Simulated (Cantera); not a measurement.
Charge: 1 mol MgO, 1.4 mol CO, 0.53 mol CH4, held at 62.0 Pa.

Method: chemical equilibrium by Gibbs-energy minimisation in Cantera with the NASA 1993 tables (ideal gas, pure condensed phases). Candidate condensed phases: C, C6H6, C7H8, C8H18, H2O, Mg, MgCO3, MgO, Mg(OH)2; 116 gas species. The tables' values for MgH are old estimates; treat these amounts as uncertain. The numbers say what is thermodynamically allowed, not how fast it happens.

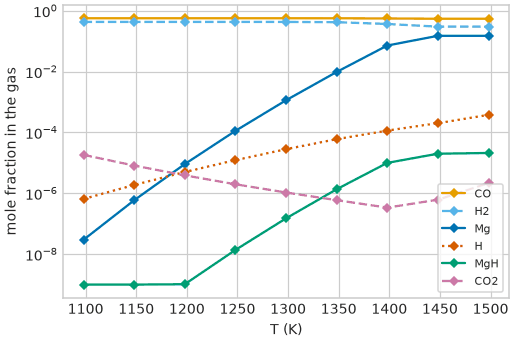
Fig. 1. Equilibrium gas composition (values under 1e-9 drawn at 1e-9)

### Question
Read off the mole fractions at 1248 K.

### Answer
CO about 0.57, H2 about 0.43, Mg about 0.00011, H about 1.2e-5, CO2 about 2.0e-6, MgH about 1.4e-8.
